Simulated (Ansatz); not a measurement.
System: C$_{4}$H$_{2}$Cl$_{2}$Zr.

```
atom    x (Å)    y (Å)    z (Å)
   C   0.3311  -2.4679   1.4833
   C  -0.1399  -1.4400   1.0058
   C   0.5822   1.2647  -1.0803
   C   1.4598   1.7599  -1.7811
  Cl  -2.7843  -0.1569  -1.1684
  Cl  -1.4846   1.8449   1.8790
  Zr  -0.9428   0.3727   0.1567
   H   0.7468  -3.3703   1.9008
   H   2.2317   2.1929  -2.3959
```

Geometry: PBE0-D4/def2-SVP; core potentials replace the inner electrons of Zr.

All numbers below come from Ansatz, isolated molecule in a Gaussian basis; Kohn-Sham density functional theory, functional PBE0.

> Predict the electron density and electron localisation function between the atoms.

C–C (1.23 Å): ρ at the midpoint is about 2.7 e/Å³; the ELF peaks at about 0.85 between the atoms (a multiple bond).
C–Zr (2.16 Å): ρ at the midpoint is about 0.72 e/Å³; the ELF peaks at about 0.95 in the valence shell of C, 0.7 Å from its nucleus, and is about 0.40 at the midpoint.
C–H (1.08 Å): the density is about 2 e/Å³ at the midpoint; the ELF climbs to about 1 towards the hydrogen, as it does in any bond to H (a covalent bond by its length).

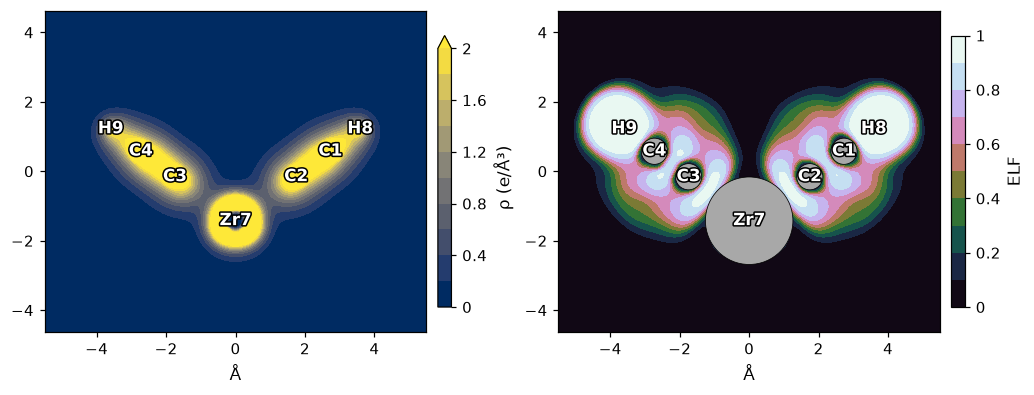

Computed electron density and electron localisation function on the plane of atoms C2, Zr7 and C3, in this order. Grey discs cover the atomic cores in the ELF map. 
